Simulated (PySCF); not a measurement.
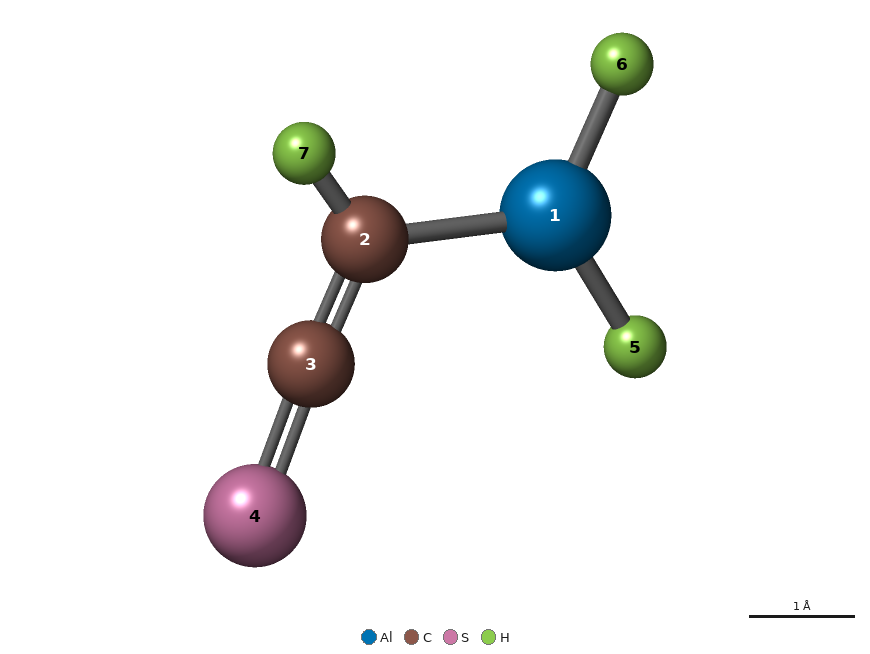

Numbered structure. The geometry was computed by an optimisation with PBE0-D4/def2-TZVP. No frequency run is at hand to confirm it as a minimum.

Which atoms are bonded, and how long are the bonds?

```
  bond  length (Å)
Al1–C2       1.930
Al1–H5       1.580
Al1–H6       1.583
 C2–C3       1.301
 C2–H7       1.086
 C3–S4       1.554
```
